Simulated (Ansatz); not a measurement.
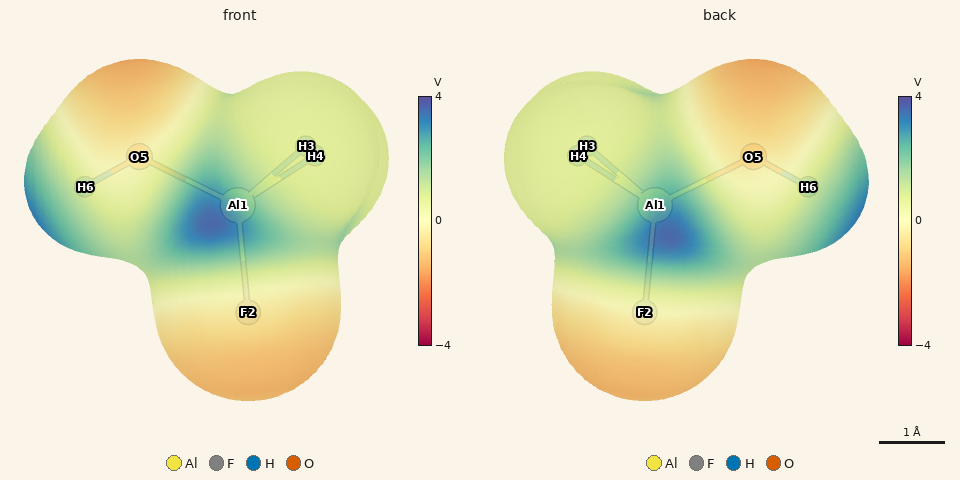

Figure 1: AlFH3O (doublet). The molecular electrostatic potential painted on the density surface at 0.004 e/bohr³, seen from the front and from behind; red is negative and blue positive.

Computed with UKS PBE/def2-SVP in Ansatz 0.2.0.

The calculation's input:

```
crystal:
  periodic: [false, false, false]
  atoms:
    - { symbol: Al, position_ang: [-0.027625, -0.162351, 0.906292] }
    - { symbol: F, position_ang: [-0.047063, -1.761191, 1.410982] }
    - { symbol: H, position_ang: [1.119332, 0.496403, -0.099183] }
    - { symbol: H, position_ang: [-1.140144, 0.474402, -0.183973] }
    - { symbol: O, position_ang: [-0.174051, 0.460792, 2.512914] }
    - { symbol: H, position_ang: [-0.244849, -0.309154, 3.110068] }
magnetization:
  spin_polarized: true
  initial_magnetization: 1
basis:
  gaussian: { orbitals: def2-SVP }
hamiltonian:
  xc: pbe
relax:
  f_tol: 0.03
  max_steps: 50
output:
  orbitals: {}
```

Run with:

```sh
ansatz run input.yaml --threads 1 --pin off --max-ram 2048MiB --backend cpu --events-out ev --progress --plain --runs-dir out
```

The fields are those of the run's last geometry, not of the input's.

### Describe the electrostatic potential map.

The most negative region (about −1.5 V) lies over O5, the most positive (about +3.5 V) over Al1. O5 is the likeliest acceptor of a hydrogen bond.
